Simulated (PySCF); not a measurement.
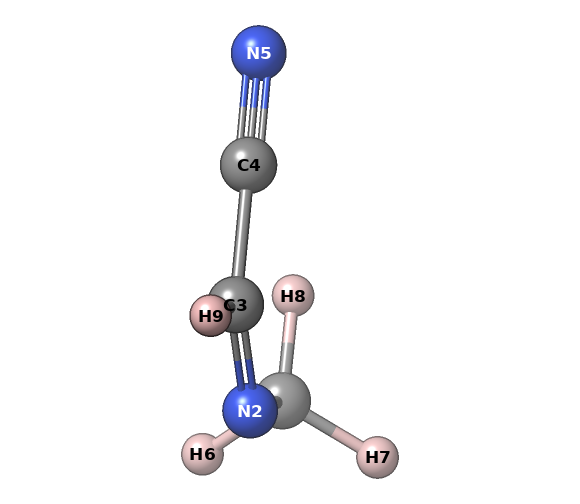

C1 lies behind N2. The molecule seen a little off the N2–C1 bond, N2 in front. Distant atoms are faded towards the background colour. The geometry was computed by an optimisation with PBE0-D3(BJ)/def2-SVP. No frequency run is at hand to confirm it as a minimum.

### What is the torsion angle C3–N2–C1–H6? The sign is positive where the front bond must turn clockwise to cover the back bond.

−123°, anticlinal.
